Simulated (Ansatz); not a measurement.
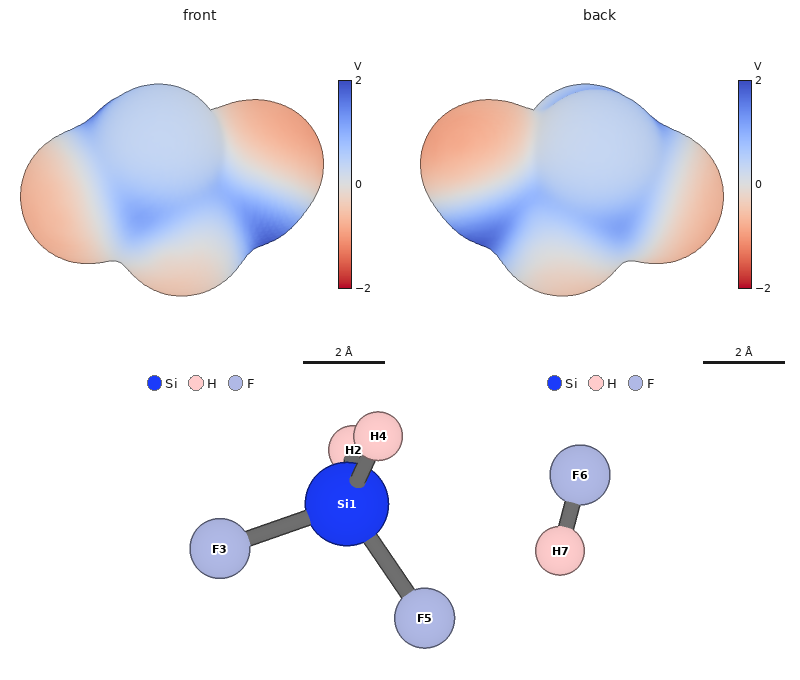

The picture shows: F2H2Si···HF. The electrostatic potential painted on the density surface at 0.001 e/bohr³, seen from the front and from behind; red is negative and blue positive. The bare structure is drawn below in the same view.

Theory: Ansatz 0.2.0, RKS BLYP-D4/def2-SVP.

```yaml
atoms:
  - { symbol: Si, position_ang: [0.2841, 0.1349, 0.0506] }
  - { symbol: H, position_ang: [0.7320, 0.3608, 1.4475] }
  - { symbol: F, position_ang: [1.5943, -0.2352, -0.8454] }
  - { symbol: H, position_ang: [-0.4378, 1.2409, -0.6268] }
  - { symbol: F, position_ang: [-0.6623, -1.2257, 0.0066] }
  - { symbol: F, position_ang: [-2.1758, 0.2249, 1.4755] }
  - { symbol: H, position_ang: [-2.0389, -0.6065, 1.0458] }
```

**Where is the surface potential most negative and most positive?**

The most negative region (about −0.9 V, or −21 kcal/mol for a unit charge) lies over F6, the most positive (about +1.8 V, or +42 kcal/mol for a unit charge) over H7.
